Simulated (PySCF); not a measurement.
Molecule: H₃Cl₂InSi, SMILES [SiH3][In]([Cl])[Cl]. Atoms near the plane z = 1.5 Å, at the CAM-B3LYP/def2-SVP optimised geometry (x, y, z in Å): In1 (0.9, 0.0, 0.0), Cl3 (2.2, 1.6, 1.1), Si4 (-1.7, 0.0, 0.0), H5 (-2.2, 1.4, 0.0), H6 (-2.2, -0.7, 1.2).

Level of theory: CAM-B3LYP/def2-TZVP, def2 effective core potentials past Kr (PySCF). The core electrons that the potentials of In replace are not part of the density. The values are rescaled to run from 0 to 1.

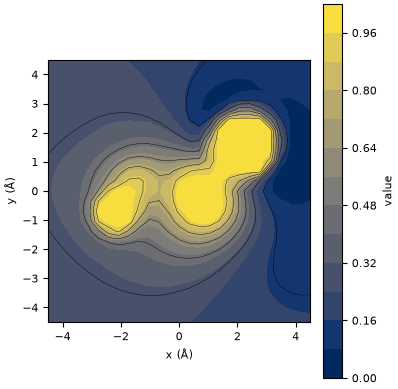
a field on the plane z = 1.5 Å.

Q: Which quantity is mapped?
A. electron localisation function
B. deformation density (molecule minus spherical neutral atoms)
C. electrostatic potential
D. Laplacian of the electron density

A: C, electrostatic potential. In full: electrostatic potential (hartree/e), clipped to [-0.08, 0.12].
